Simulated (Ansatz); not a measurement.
**CH4F2OSi (SMILES C[Si](O)(F)F): BHLYP/cc-pVDZ**

Aim: the vertical ionisation energy of CH4F2OSi at BHLYP/cc-pVDZ, from 2 runs. 

The calculation is run with Ansatz 0.2.0.

99 further runs of the same task are left out: 2 that didn't finish, 97 set aside as unsound or not needed. Runs told in other sessions of the task aren't counted.

### Step 1. The system as given

The species is CH4F2OSi (9 atoms), meant as a singlet with charge 0. As SMILES, `C[Si](O)(F)F`. The coordinates come from a PBE0-D4/def2-TZVP relaxation. This is one conformer, not always the lowest.

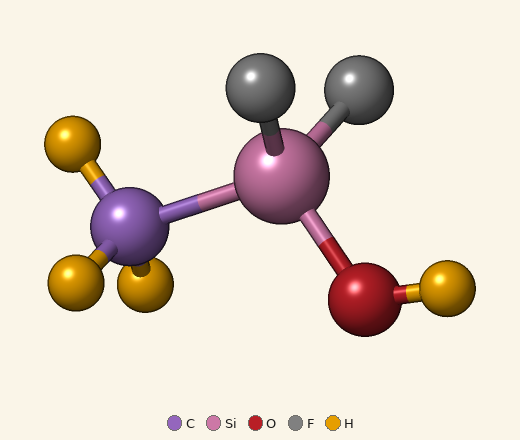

The structure, seen from a chosen angle (carbon purple, silicon pink, oxygen red, fluorine grey, hydrogen amber).

### Step 2. A single-point energy at BHLYP/cc-pVDZ

in.yaml

```yaml
crystal:
  periodic: [false, false, false]
  atoms:
    - {symbol: C, position_ang: [-1.189400, 0.338900, -0.162200]}
    - {symbol: Si, position_ang: [0.580100, -0.130700, -0.192500]}
    - {symbol: O, position_ang: [1.083400, -0.479900, 1.308000]}
    - {symbol: F, position_ang: [0.827400, -1.374000, -1.151900]}
    - {symbol: F, position_ang: [1.471900, 1.032700, -0.807900]}
    - {symbol: H, position_ang: [-1.795500, -0.480100, 0.229600]}
    - {symbol: H, position_ang: [-1.342100, 1.213300, 0.473300]}
    - {symbol: H, position_ang: [-1.540100, 0.577500, -1.168100]}
    - {symbol: H, position_ang: [1.992700, -0.743900, 1.454700]}
basis:
  gaussian: {orbitals: cc-pVDZ}
hamiltonian: {xc: {name: BHLYP}}
accuracy: high
output: {orbitals: {seedname: orbitals}}
```

Launch:

```console
$ ansatz run in.yaml --threads 1 --pin off --max-ram 3480MiB --events-out events.jsonl --progress --plain --runs-dir runs
```

Standard output:

```text
Warning: RAYON_NUM_THREADS=1 ignored (pool sized by the plan → 1); use --threads N
Functional definition: BHLYP
  name "BHLYP"
  parameter a = 0.5
  exchange = (1 - a)*b88_x + a*exact_x
  correlation = lyp_c
2129 factors; integrals over basis functions are off by at most 3.5e-9 eV
mean field evaluation 1: about -16455.6117 eV, gradient 6.0e1 eV
mean field evaluation 2: about -16456.3054 eV, gradient 5.7e1 eV
mean field evaluation 4: about -16461.7224 eV, gradient 1.2e0 eV
mean field evaluation 8: about -16462.1326 eV, gradient 3.1e-1 eV
mean field evaluation 16: about -16462.1328 eV, gradient 2.3e-5 eV
mean field -16462.13283923 eV, -604.9722234073 hartree, gradient 3.4e-8 eV, S^2 0.000000; 0 other end points of the search recorded, 0 dependent functions left out
reference -16462.13286484 eV, -604.9722243484 hartree; 25, 25 occupied and 69, 69 virtual orbitals, 2129 factors
Total energy: -16462.13286484 eV, -604.9722243484 hartree
```

Wall time 11 s (1 thread of Arm Neoverse V2, shared host); peak memory 0.34 GiB.

### Step 3. The doublet cation

molecule.yaml

```yaml
crystal:
  periodic: [false, false, false]
  atoms:
    - symbol: C
      position_ang: [-1.189400, 0.338900, -0.162200]
    - symbol: Si
      position_ang: [0.580100, -0.130700, -0.192500]
    - symbol: O
      position_ang: [1.083400, -0.479900, 1.308000]
    - symbol: F
      position_ang: [0.827400, -1.374000, -1.151900]
    - symbol: F
      position_ang: [1.471900, 1.032700, -0.807900]
    - symbol: H
      position_ang: [-1.795500, -0.480100, 0.229600]
    - symbol: H
      position_ang: [-1.342100, 1.213300, 0.473300]
    - symbol: H
      position_ang: [-1.540100, 0.577500, -1.168100]
    - symbol: H
      position_ang: [1.992700, -0.743900, 1.454700]
basis:
  gaussian: {orbitals: cc-pVDZ}
total_charge: 1
magnetization: {spin_polarized: true, initial_magnetization: 1}
hamiltonian: {xc: {name: BHLYP}}
accuracy: high
output: {orbitals: {seedname: orbitals}}
```

Launch:

```console
$ ansatz run molecule.yaml --threads 1 --pin off --max-ram 3480MiB --events-out events.jsonl --progress --plain --runs-dir runs
```

Standard output:

```text
Warning: RAYON_NUM_THREADS=1 ignored (pool sized by the plan → 1); use --threads N
[... 5 set-up lines as earlier in the session ...]
2127 factors; integrals over basis functions are off by at most 3.5e-9 eV
mean field evaluation 1: about -16439.4656 eV, gradient 5.5e1 eV
mean field evaluation 2: about -16430.3414 eV, gradient 7.3e1 eV
mean field evaluation 4: about -16449.2214 eV, gradient 5.5e0 eV
mean field evaluation 8: about -16449.4556 eV, gradient 6.6e-1 eV
mean field evaluation 16: about -16449.4617 eV, gradient 9.6e-3 eV
mean field evaluation 32: about -16449.4617 eV, gradient 4.4e-5 eV
mean field evaluation 64: about -16449.4517 eV, gradient 5.3e-5 eV
mean field -16449.46166372 eV, -604.5065662960 hartree, gradient 5.4e-8 eV, S^2 0.755651; 4 other end points of the search recorded, 0 dependent functions left out
reference -16449.46168830 eV, -604.5065671994 hartree; 25, 24 occupied and 69, 70 virtual orbitals, 2127 factors
Total energy: -16449.46168830 eV, -604.5065671994 hartree
```

Run time: 94 s. Hardware: 1 thread of Arm Neoverse V2, shared host; peak memory 0.51 GiB.

### Step 4. Summary of results

At BHLYP/cc-pVDZ:

| quantity | value |
| --- | --- |
| singlet CH4F2OSi: total energy | -604.97222 Eh |
| singlet CH4F2OSi: HOMO energy | -11.39 eV |
| singlet CH4F2OSi: LUMO energy | 2.07 eV |
| singlet CH4F2OSi: HOMO–LUMO gap | 13.46 eV |
| doublet cation: total energy | -604.50657 Eh |
| doublet cation: HOMO energy (highest over α and β) | -17.38 eV |
| doublet cation: LUMO energy (lowest over α and β) | -13.97 eV |
| doublet cation: ⟨S²⟩ | 0.756 |
| vertical ionisation energy (to the doublet cation) | 12.671 eV |

The vertical ionisation energy comes to 12.67 eV (1223 kJ/mol). The negative HOMO energy of the first species, 11.39 eV, lies 1.28 eV below that difference.
